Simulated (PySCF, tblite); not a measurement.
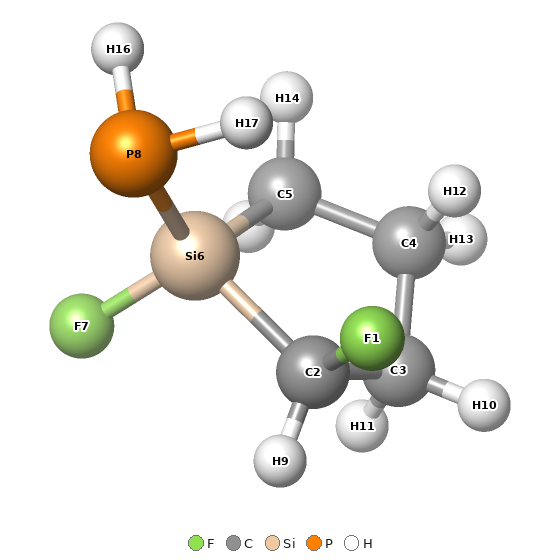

The molecule: C₄H₉F₂PSi, SMILES F[C@@H]1CCC[Si@]1(F)P.

GIAO shifts, PBE0/pcSseg-1, PySCF, at a GFN2-xTB geometry (a minimum by its frequencies), against TMS for ¹³C, CFCl₃ for ¹⁹F and TMS for ²⁹Si computed at the same level (¹⁹F: this reference is a hard case for the method, so all values can be off together by tens of ppm, and differences between signals are safer). Gas phase, fully decoupled, line heights follow the number of nuclei, widths are arbitrary (no quadrupolar broadening); values of one conformer, averaged over methyl-type rotors and exact or near symmetry; other conformers aren't averaged in.

> How many ¹³C lines appear, and where?

4 signals.


```
δ (ppm)  nuclei  atoms
   92.0       1     C2
   39.2       1     C3
   26.0       1     C4
   22.7       1     C5
```

> How many ¹⁹F lines appear, and where?

2 signals.


```csv
δ (ppm),nuclei,atoms
−182.3,1,F7
−254.9,1,F1
```

> Which ²⁹Si signals does it give?

1 signal.


```csv
δ (ppm),nuclei,atoms
65.5,1,Si6
```

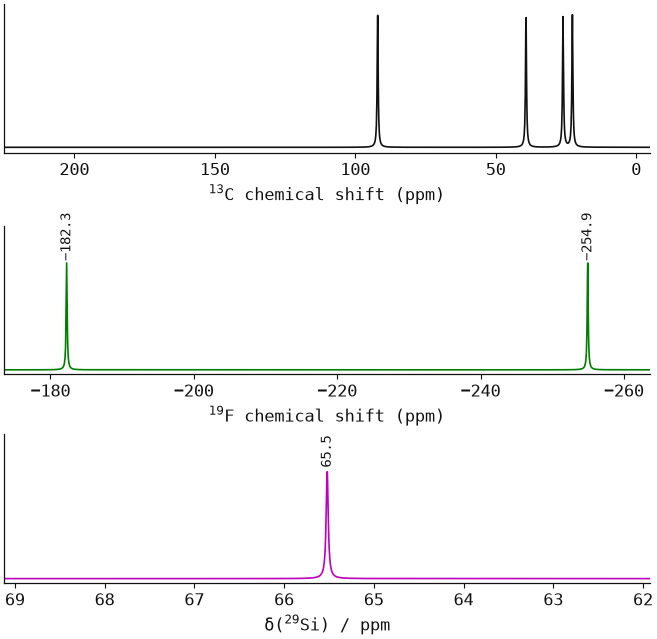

Caveats: the tight-binding geometry is rougher than a DFT one and adds to the error.
